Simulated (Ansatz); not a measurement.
Chalcopyrite CdSnAs2, treated with LDA in Ansatz (PAW).

Settings: plane-wave cutoff 520 eV, 8×8×8 k mesh, Fermi–Dirac smearing 0.01 eV, scalar-relativistic PAW data made under PBE.

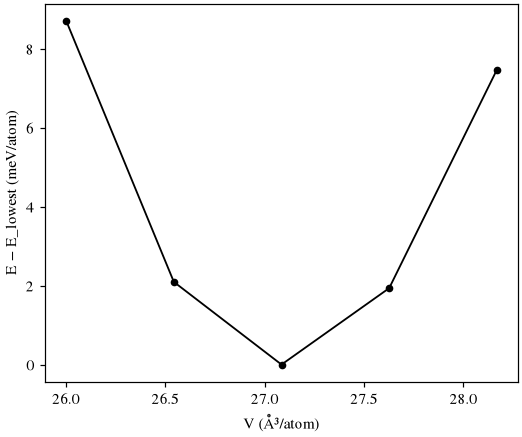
Figure: Total energy against volume

Task: From the curve, estimate the equilibrium volume and the bulk modulus.

Result: V0 ≈ 27.1 Å³/atom and B0 ≈ 60 GPa; the fit gives V0 = 27.086 Å³/atom, B0 = 59.5 GPa, B′ = 4.7.

Shape and atoms are relaxed at each volume.

Note: the gap of the solid is closed in this run; the relaxation could not lower the start's symmetry, so the cell can be a saddle point above a distorted one; this level leaves the solid without a gap, although one is measured; the bulk modulus comes from volumes at which shape and atoms were relaxed.

Spin–orbit coupling is not included; it can open a gap where bands touch, and shift volumes and moduli.

The computed numbers hold no vibrational or temperature effects.

Ansatz is a quantum-chemistry and plane-wave program.
